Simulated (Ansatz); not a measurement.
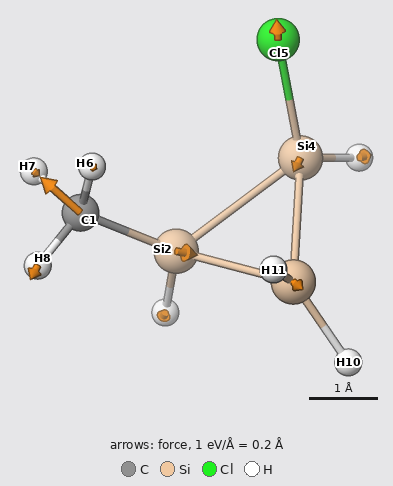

Starting geometry of CH₇ClSi₃ (coarse preliminary run) with the computed forces as orange arrows. The picture is a ball-and-stick view, seen at a tilt.

The start comes from a force field.

All numbers below come from RKS PBE-D4/def2-SVP (Ansatz 0.2.0).

Input file:
```yaml
crystal:
  periodic: [false, false, false]
  atoms:
    - {symbol: C, position_ang: [-1.549200, 0.738200, -0.616800]}
    - {symbol: Si, position_ang: [-0.125200, -0.259100, -0.836800]}
    - {symbol: Si, position_ang: [0.478200, -1.350100, 1.042900]}
    - {symbol: Si, position_ang: [1.787100, 0.382400, 0.270100]}
    - {symbol: Cl, position_ang: [1.552800, 2.100000, 1.292200]}
    - {symbol: H, position_ang: [-1.644600, 1.284600, 0.350400]}
    - {symbol: H, position_ang: [-1.608300, 1.581000, -1.376000]}
    - {symbol: H, position_ang: [-2.478800, 0.215900, -0.744800]}
    - {symbol: H, position_ang: [0.037900, -1.008400, -2.060800]}
    - {symbol: H, position_ang: [0.999600, -2.734000, 0.820800]}
    - {symbol: H, position_ang: [-0.439000, -1.130200, 2.211800]}
    - {symbol: H, position_ang: [3.066500, 0.124400, -0.318900]}
basis:
  gaussian: {orbitals: def2-SVP}
hamiltonian: {xc: pbe, dispersion: d4}
relax: {f_tol: 0.03, max_steps: 200}
```

Launched with:
```bash
ansatz run in.yaml --threads 4 --pin off --events-out ev --progress --plain --max-ram 10444MiB
```

**What follows when this structure is relaxed?**

It isn't relaxed: the largest force vector, on C1, is 4.11 eV/Å. The final displacements follow the starting forces only in part (cosine between the two patterns 0.43). The largest move after the best rigid fit is that of H11, 0.23 Å. Largest moves by element: H 0.23 Å, C 0.18 Å, Si 0.12 Å, Cl 0.10 Å. Near-neighbour distances that change, for instance: C1–Si2 1.752 → 1.893 Å, Si2–Si3 2.256 → 2.368 Å, Si4–Cl5 2.012 → 2.098 Å, Si4–H12 1.432 → 1.504 Å. Among the angles between lasting bonds that change: Si2–C1–H6 117.2° → 109.4°, Cl5–Si4–H12 117.8° → 110.7°, H6–C1–H7 102.2° → 108.2°. The energy falls by 56.6 kJ/mol in 4 geometry steps. Largest force component: 3.6 eV/Å at the start, 0.013 eV/Å at the end. Cost: 9 s on 4 threads of Arm Neoverse V1, with other jobs on the host.
